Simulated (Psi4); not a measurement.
# CH3 (methyl radical) at U-revPBE/cc-pVTZ

What is the vertical doublet–quartet gap of CH3 (methyl radical) at U-revPBE/cc-pVTZ? 

The calculation is run with Psi4 1.11.

7 further runs of the same task are left out: 6 that didn't finish, 1 set aside as unsound or not needed.

## (1) The structure to begin with

CH3: 4 atoms, total charge 0, spin state doublet. SMILES: `[CH3]`. The shape is that of a PBE0-D4/def2-TZVP optimisation.

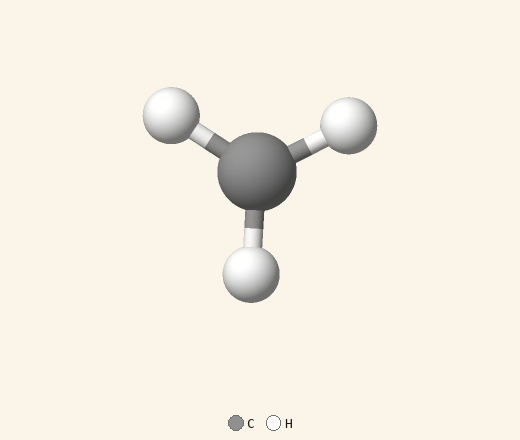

Viewed from a chosen angle; carbon grey, hydrogen white.

## (2) Energy and gradient at U-revPBE/cc-pVTZ

Contents of ch3.py:

```python
import psi4

psi4.set_memory('1600 MB')
psi4.set_num_threads(1)
psi4.set_output_file('run.log', False)

mol = psi4.geometry("""
0 2
C      0.00000000     0.00000000     0.00000000
H      0.17234302     1.70434399     1.10964718
H     -1.66900611    -0.31671810    -1.13137903
H      1.49666309    -1.38762589     0.02154288
units bohr
symmetry c1
""")

psi4.set_options({
    'basis': 'cc-pVTZ',
    'reference': 'uks',
    'puream': True,
    'e_convergence': 1e-09,
    'd_convergence': 1e-08,
    'scf_type': 'pk',
    'dft_radial_points': 99,
    'dft_spherical_points': 590,
    'maxiter': 100,
})

energy_value = psi4.gradient("revpbe", molecule=mol)
print('gradient / Eh bohr^-1')
print(energy_value.np.round(6))
```

Started as:

```console
python ch3.py
```

run.log:

```text
[...]
  Running in c1 symmetry.
[...]
  Nuclear repulsion =    9.667585394596546
[...]
  Multiplicity = 2
[...]
  Nalpha       = 5
  Nbeta        = 4
[...]
    Number of basis functions: 72
[...]
   @UKS iter   1:   -39.66220828689278   -2.83157e-01   8.15687e-03 ADIIS/DIIS
[...]
   @UKS iter   9:   -39.84127238562895   -1.98952e-12   4.51297e-09 DIIS
[...]
   @S^2 Observed:                7.541559640E-01
[...]
    Orbital Energies [Eh]
    ---------------------
    Alpha Occupied:
       1A     -9.906989     2A     -0.619661     3A     -0.373701
       4A     -0.373691     5A     -0.195117
    Alpha Virtual:
       6A      0.033708     7A      0.100483     8A      0.100485
       9A      0.229883    10A      0.229891    11A      0.277822
      12A      0.298085    13A      0.442979    14A      0.443253
      15A      0.443262    16A      0.517829    17A      0.517835
      18A      0.801045    19A      0.837418    20A      0.855612
      21A      0.855625    22A      0.923081    23A      1.031913
      24A      1.031935    25A      1.213949    26A      1.213956
[...]
  @UKS Final Energy:   -39.84127238562895
   => Energetics <=
    Nuclear Repulsion Energy =              9.6675853945965464
    One-Electron Energy =                 -71.6508239264785090
    Two-Electron Energy =                  28.6254838097564068
    DFT Exchange-Correlation Energy =      -6.4835176635033820
    Empirical Dispersion Energy =           0.0000000000000000
    VV10 Nonlocal Energy =                  0.0000000000000000
    Total Energy =                        -39.8412723856289475
[...]
 Multipole Moments:
 ------------------------------------------------------------------------------------
     Multipole            Electronic (a.u.)      Nuclear  (a.u.)        Total (a.u.)
 ------------------------------------------------------------------------------------
 L = 1.  Multiply by 2.5417464519 to convert [e a0] to [Debye]
 Dipole X            :          0.0000051            0.0000000            0.0000051
 Dipole Y            :          0.0000099           -0.0000000            0.0000099
 Dipole Z            :          0.0000573           -0.0000749           -0.0000175
 Magnitude           :                                                    0.0000208
[...]
  -Total Gradient:
     Atom            X                  Y                   Z
    ------   -----------------  -----------------  -----------------
       1        0.000000150540     0.000012308904     0.000008506880
       2       -0.000407752808    -0.004003691468    -0.002608840161
       3        0.003915961099     0.000742592272     0.002653709750
       4       -0.003508295865     0.003248749306    -0.000053365315
[...]
```

On the terminal:

```text
gradient / Eh bohr^-1
[[ 0.000e+00  1.200e-05  9.000e-06]
 [-4.080e-04 -4.004e-03 -2.609e-03]
 [ 3.916e-03  7.430e-04  2.654e-03]
 [-3.508e-03  3.249e-03 -5.300e-05]]
```

It took 33 s on 1 thread of Intel Xeon at 2.50GHz (Skylake/Cascade Lake), shared host; peak memory 0.76 GiB.

## (3) The quartet

Contents of job.py:

```python
import psi4

psi4.set_memory('1600 MB')
psi4.set_num_threads(1)
psi4.core.set_output_file('output.dat', False)

m = psi4.geometry("""
0 4
C      0.00000000     0.00000000     0.00000000
H      0.17234302     1.70434399     1.10964718
H     -1.66900611    -0.31671810    -1.13137903
H      1.49666309    -1.38762589     0.02154288
units au
symmetry c1
""")

psi4.set_options({
    'reference': 'uks',
    'puream': True,
    'e_convergence': 1e-09,
    'd_convergence': 1e-08,
    'scf_type': 'pk',
    'dft_radial_points': 99,
    'dft_spherical_points': 590,
    'maxiter': 100,
})

result, w = psi4.gradient("revpbe/cc-pVTZ", return_wfn=True)
psi4.oeprop(w, "MAYER_INDICES", "DIPOLE", "MULLIKEN_CHARGES", title="REVPBE")
print('gradient / Eh bohr^-1')
print(result.np.round(6))
print(f'energy = {w.energy():.10f} Eh')
```

Started as:

```console
python job.py
```

output.dat, cut to the lines that bear on the results:

```text
[...]
  Running in c1 symmetry.
[...]
  Nuclear repulsion =    9.667585394596546
[...]
  Multiplicity = 4
[...]
  Nalpha       = 6
  Nbeta        = 3
[...]
    Number of basis functions: 72
[...]
   @UKS iter   1:   -39.36267334668758    1.63781e-02   5.28126e-03 DIIS/ADIIS
[...]
   @UKS iter  18:   -39.44238281072629   -5.65592e-12   8.63201e-09 DIIS
[...]
   @S^2 Observed:                3.753773646E+00
[...]
  @UKS Final Energy:   -39.44238281072629
   => Energetics <=
    Nuclear Repulsion Energy =              9.6675853945965464
    One-Electron Energy =                 -70.3159139360058418
    Two-Electron Energy =                  27.5804460629537793
    DFT Exchange-Correlation Energy =      -6.3745003322707721
    Empirical Dispersion Energy =           0.0000000000000000
    VV10 Nonlocal Energy =                  0.0000000000000000
    Total Energy =                        -39.4423828107262864
[...]
  -Total Gradient:
     Atom            X                  Y                   Z
    ------   -----------------  -----------------  -----------------
       1       -0.110739873953     0.102864683495    -0.001492196830
       2        0.019884852780    -0.109626649474    -0.053872369283
       3        0.109863853369    -0.010817543881     0.055665846310
       4       -0.019008691739     0.017579393838    -0.000301269737
[...]
 Multipole Moments:
 ------------------------------------------------------------------------------------
     Multipole            Electronic (a.u.)      Nuclear  (a.u.)        Total (a.u.)
 ------------------------------------------------------------------------------------
 L = 1.  Multiply by 2.5417464519 to convert [e a0] to [Debye]
 Dipole X            :          0.2110510            0.0000000            0.2110510
 Dipole Y            :         -0.1962030           -0.0000000           -0.1962030
 Dipole Z            :          0.0028120           -0.0000749            0.0027371
 Magnitude           :                                                    0.2881764
[...]
  Mulliken Charges: (a.u.)
   Center  Symbol    Alpha    Beta     Spin     Total
       1     C     3.32419  2.20618  1.11800  0.46963
       2     H     1.03958  0.19181  0.84777 -0.23139
       3     H     1.03897  0.19207  0.84691 -0.23104
[...]
```

On the terminal:

```text
gradient / Eh bohr^-1
[[-0.11074   0.102865 -0.001492]
 [ 0.019885 -0.109627 -0.053872]
 [ 0.109864 -0.010818  0.055666]
 [-0.019009  0.017579 -0.000301]]
energy = -39.4423828107 Eh
```

It took 48 s on 1 thread of Intel Xeon at 2.50GHz (Skylake/Cascade Lake), shared host; peak memory 0.76 GiB.

## (4) Outcome

At U-revPBE/cc-pVTZ:

```
                                        quantity         value
                           doublet: total energy  -39.84127 Eh
                          doublet: dipole moment        0.00 D
     doublet: HOMO energy (highest over α and β)      -5.31 eV
      doublet: LUMO energy (lowest over α and β)      -2.61 eV
                                   doublet: ⟨S²⟩         0.754
               doublet: largest force on an atom    0.247 eV/Å
                           quartet: total energy  -39.44238 Eh
                          quartet: dipole moment        0.73 D
     quartet: HOMO energy (highest over α and β)      -1.22 eV
                                   quartet: ⟨S²⟩         3.754
               quartet: largest force on an atom    7.773 eV/Å
vertical energy of the quartet above the doublet     10.854 eV
```

What this shows: At this shape the quartet lies 10.85 eV (250 kcal/mol) above the doublet. Mulliken charges (quartet) run from -0.23 on H2 to +0.47 on C1.
